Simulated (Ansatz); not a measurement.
WC: response to strain

Base system: WC (space group P-6m2, No. 187; a = 2.884 Å, c = 2.812 Å; relaxed with 0.1 eV smearing). Axes: x lies along a and z along c of the hexagonal cell.

Strains are applied to the cell and any free atomic positions relax.

Computed with LDA/PAW in Ansatz (a quantum-chemistry and plane-wave program), spin-orbit coupling left out.

Notes on the quantities. pressure: mean of the normal stresses, compression positive.

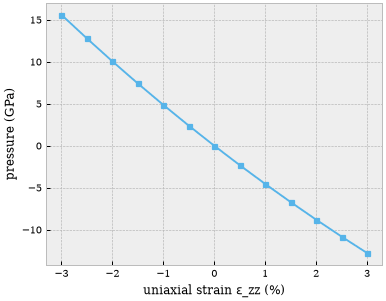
Pressure against uniaxial strain ε_zz

Q: From the plot, what is the pressure for uniaxial strain ε_zz = −1.50 %?

A: About 7 GPa.

Q: Is the trend monotonic over the range shown?

A: Yes, it falls throughout, spanning -12.8 GPa to 15.6 GPa.

Whether these cells are dynamically stable was not tested. All final runs are without spin polarisation.
